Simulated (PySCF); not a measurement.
C3H9N

```xyz
13

C     0.2572    1.2711    0.5635
N    -0.1271   -0.1132    0.4933
C     0.9756   -0.9757    0.1632
C    -1.2674   -0.3262   -0.3572
H     0.6073    1.6840   -0.4120
H     1.0731    1.4025    1.2915
H    -0.5935    1.8849    0.8988
H     1.3923   -0.7924   -0.8553
H     0.6599   -2.0299    0.2077
H     1.7941   -0.8400    0.8873
H    -1.0767   -0.0701   -1.4262
H    -1.5787   -1.3817   -0.3179
H    -2.1161    0.2868   -0.0153
```

Geometry: PBE0-D3(BJ)/def2-SVP.

These are results of wB97X-D/def2-SVPD, SCF density, gas phase (PySCF), not measurements.

Question: What will maps of the electron density and electron localisation function show?

Answer: C–N (1.44 Å): ρ at the midpoint is about 2 e/Å³; the ELF peaks at about 0.95 between the atoms; a covalent bond.
C–H (1.10 Å): ρ is about 1.9 e/Å³ halfway; the ELF climbs to about 1 towards the hydrogen, as it does in any bond to H; an ordinary covalent bond to hydrogen.

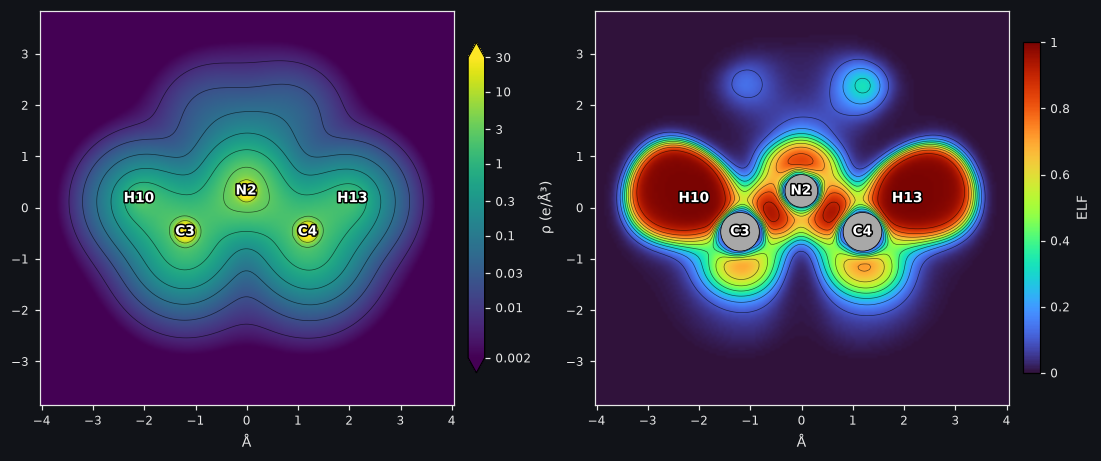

Computed electron density and electron localisation function on the plane of atoms N2, C3 and H10, in this order. Grey discs cover the atomic cores in the ELF map. 
